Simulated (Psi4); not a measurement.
**BP86/pcseg-1 (sweep point 6) run of GaNH4 (GaH2(NH2))**

What is the vertical ionisation energy of GaNH4 (GaH2(NH2)) at BP86/pcseg-1 (sweep point 6)? The job is set up through a Python script.

Program for the calculation: Psi4 1.11.

15 further runs of the same task are left out: 13 that didn't finish, 2 set aside as unsound or not needed.

### 1 The structure to begin with

GaNH4: 6 atoms, total charge 0, spin state singlet. SMILES: `[H][Ga]([H])[NH2]`. The shape comes from GFN2-xTB, which is rough for such elements, and wasn't checked as a minimum.

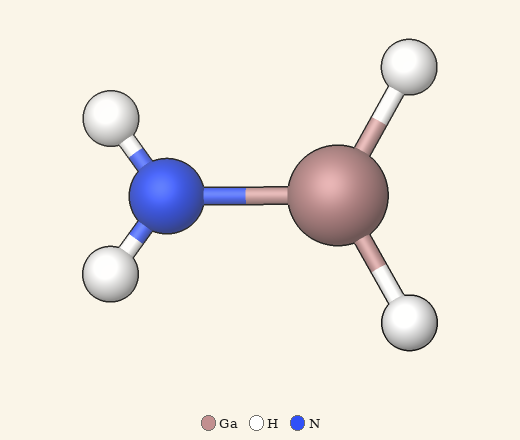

The structure, seen from a chosen angle (gallium pink, hydrogen white, nitrogen blue).

### 2 The energy at BP86/pcseg-1 (sweep point 6)

job.py reads:

```python
import psi4

psi4.set_memory(1600000000)
psi4.set_num_threads(1)
psi4.set_output_file('output.dat', False)

mol = psi4.geometry("""
0 1
Ga     0.424050     0.733460     0.007650
H      1.890040     0.754090     0.501460
H     -0.291350     2.018260    -0.474150
N     -0.478200    -0.825800    -0.001250
H     -1.435720    -0.951110    -0.308080
H     -0.108820    -1.728900     0.274370
units angstrom
symmetry c1
""")

psi4.set_options({
    'basis': 'pcseg-1',
    'puream': True,
    'scf_type': 'pk',
    'dft_radial_points': 99,
    'dft_spherical_points': 590,
})

e, wfn = psi4.energy('bp86', molecule=mol, return_wfn=True)
print('E =', round(e, 9))
```

Run with:

```console
$ python job.py
```

output.dat, shortened:

```text
[...]
  Running in c1 symmetry.
[...]
  Nuclear repulsion =  108.906552615978484
[...]
  Multiplicity = 1
[...]
  Nalpha       = 21
  Nbeta        = 21
[...]
    Number of basis functions: 61
[...]
   @RKS iter   1: -1981.20347604276617   -2.74992e+00   1.96518e-02 ADIIS/DIIS
[...]
   @RKS iter   9: -1982.06356778353052   -6.87328e-09   2.15582e-07 DIIS
[...]
    Orbital Energies [Eh]
    ---------------------
    Doubly Occupied:
       1A   -370.930017     2A    -45.276026     3A    -40.143954
       4A    -40.140147     5A    -40.139941     6A    -13.991846
       7A     -5.249213     8A     -3.600969     9A     -3.592011
      10A     -3.591299    11A     -0.780510    12A     -0.736330
      13A     -0.733735    14A     -0.732553    15A     -0.732164
      16A     -0.715843    17A     -0.431248    18A     -0.426831
      19A     -0.314166    20A     -0.264959    21A     -0.229528
[...]
  @RKS Final Energy: -1982.06356778353052
   => Energetics <=
    Nuclear Repulsion Energy =            108.9065526159784838
    One-Electron Energy =               -2977.6092948661575974
    Two-Electron Energy =                 970.3337865349242293
    DFT Exchange-Correlation Energy =     -83.6946120682755321
    Empirical Dispersion Energy =           0.0000000000000000
    VV10 Nonlocal Energy =                  0.0000000000000000
    Total Energy =                      -1982.0635677835305160
[...]
 Multipole Moments:
 ------------------------------------------------------------------------------------
     Multipole            Electronic (a.u.)      Nuclear  (a.u.)        Total (a.u.)
 ------------------------------------------------------------------------------------
 L = 1.  Multiply by 2.5417464519 to convert [e a0] to [Debye]
 Dipole X            :          1.7103651           -1.9963096           -0.2859444
 Dipole Y            :          2.9486198           -3.4536159           -0.5049961
 Dipole Z            :          0.0225694           -0.0398680           -0.0172986
 Magnitude           :                                                    0.5805898
[...]
```

Standard output:

```text
E = -1982.063567784
```

Run time: 5.4 s. Hardware: 1 thread of Intel Xeon 6975P-C (Granite Rapids), shared host; peak memory 0.76 GiB.

### 3 The doublet cation, same level

run.py reads:

```python
import psi4

psi4.set_memory('1600 MB')
psi4.set_num_threads(1)
psi4.core.set_output_file('run.log', False)

mol = psi4.geometry("""
1 2
Ga     0.424050     0.733460     0.007650
H      1.890040     0.754090     0.501460
H     -0.291350     2.018260    -0.474150
N     -0.478200    -0.825800    -0.001250
H     -1.435720    -0.951110    -0.308080
H     -0.108820    -1.728900     0.274370
symmetry c1
""")

options = {'basis': 'pcseg-1', 'reference': 'uks', 'puream': True, 'scf_type': 'pk', 'dft_radial_points': 99, 'dft_spherical_points': 590, 'maxiter': 150}
psi4.set_options(options)

E, wfn = psi4.energy("bp86", return_wfn=True)
print('E =', round(E, 9))
for k, v in sorted(psi4.core.scalar_variables().items()):
    print(f'{k:45s} {v:18.10f}')
```

Run with:

```console
$ python run.py
```

run.log, shortened:

```text
[...]
  Running in c1 symmetry.
[...]
  Nuclear repulsion =  108.906552615978484
[...]
  Multiplicity = 2
[...]
  Nalpha       = 21
  Nbeta        = 20
[...]
    Number of basis functions: 61
[...]
   @UKS iter   1: -1981.06473153832098   -2.61117e+00   1.66564e-02 DIIS/ADIIS
[...]
   @UKS iter  27: -1981.69751196891229   -1.94698e-08   1.16403e-07 DIIS
[...]
   @S^2 Observed:                7.549153871E-01
[...]
    Orbital Energies [Eh]
    ---------------------
    Alpha Occupied:
       1A   -371.195268     2A    -45.541215     3A    -40.409289
       4A    -40.405241     5A    -40.405055     6A    -14.315745
       7A     -5.515995     8A     -3.868086     9A     -3.859359
      10A     -3.857120    11A     -1.086550    12A     -1.003054
      13A     -1.001825    14A     -0.998840    15A     -0.998774
      16A     -0.990715    17A     -0.722180    18A     -0.706979
      19A     -0.578064    20A     -0.559950    21A     -0.511018
    Alpha Virtual:
      22A     -0.286434    23A     -0.231821    24A     -0.174746
      25A     -0.134609    26A     -0.115794    27A     -0.113378
[...]
  @UKS Final Energy: -1981.69751196891229
   => Energetics <=
    Nuclear Repulsion Energy =            108.9065526159784838
    One-Electron Energy =               -2966.1758132049444612
    Two-Electron Energy =                 958.9818985046579201
    DFT Exchange-Correlation Energy =     -83.4101498846040812
    Empirical Dispersion Energy =           0.0000000000000000
    VV10 Nonlocal Energy =                  0.0000000000000000
    Total Energy =                      -1981.6975119689122948
[...]
 Multipole Moments:
 ------------------------------------------------------------------------------------
     Multipole            Electronic (a.u.)      Nuclear  (a.u.)        Total (a.u.)
 ------------------------------------------------------------------------------------
 L = 1.  Multiply by 2.5417464519 to convert [e a0] to [Debye]
 Dipole X            :          1.3448163           -1.9963096           -0.6514933
 Dipole Y            :          2.3280578           -3.4536159           -1.1255581
 Dipole Z            :          0.0173491           -0.0398680           -0.0225188
 Magnitude           :                                                    1.3007043
[...]
```

Standard output:

```text
E = -1981.697511969
CURRENT ENERGY                                  -1981.6975119689
CURRENT REFERENCE ENERGY                        -1981.6975119689
DD SOLVATION ENERGY                                 0.0000000000
DFT FUNCTIONAL TOTAL ENERGY                     -1981.6975119689
DFT TOTAL ENERGY                                -1981.6975119689
DFT VV10 ENERGY                                     0.0000000000
DFT XC ENERGY                                     -83.4101498846
GRID ELECTRONS ALPHA                               21.0000000111
GRID ELECTRONS BETA                                20.0000000242
GRID ELECTRONS TOTAL                               41.0000000352
NUCLEAR REPULSION ENERGY                          108.9065526160
ONE-ELECTRON ENERGY                             -2966.1758132049
PCM POLARIZATION ENERGY                             0.0000000000
PE ENERGY                                           0.0000000000
SCF ITERATION ENERGY                            -1981.6975119689
SCF ITERATIONS                                     27.0000000000
SCF TOTAL ENERGY                                -1981.6975119689
TWO-ELECTRON ENERGY                               958.9818985047
XC GRID RADIAL POINTS                              99.0000000000
XC GRID SPHERICAL POINTS                          590.0000000000
XC GRID TOTAL POINTS                           334925.0000000000
```

It took 14 s on 1 thread of Intel Xeon 6975P-C (Granite Rapids), shared host; peak memory 0.76 GiB.

### 4 Outcome

At BP86/pcseg-1 (sweep point 6):

| quantity | value |
| --- | --- |
| singlet GaNH4: total energy | -1982.06357 Eh |
| singlet GaNH4: dipole moment | 1.48 D |
| singlet GaNH4: HOMO energy | -6.25 eV |
| singlet GaNH4: LUMO energy | -1.51 eV |
| singlet GaNH4: HOMO–LUMO gap | 4.74 eV |
| doublet cation: total energy | -1981.69751 Eh |
| doublet cation: HOMO energy (highest over α and β) | -13.49 eV |
| doublet cation: LUMO energy (lowest over α and β) | -13.44 eV |
| doublet cation: ⟨S²⟩ | 0.755 |
| vertical ionisation energy (to the doublet cation) | 9.961 eV |

In words: Removing an electron at fixed nuclei costs 9.96 eV (230 kcal/mol). −ε(HOMO) before ionisation, 6.25 eV, is 3.72 eV below this ionisation energy.
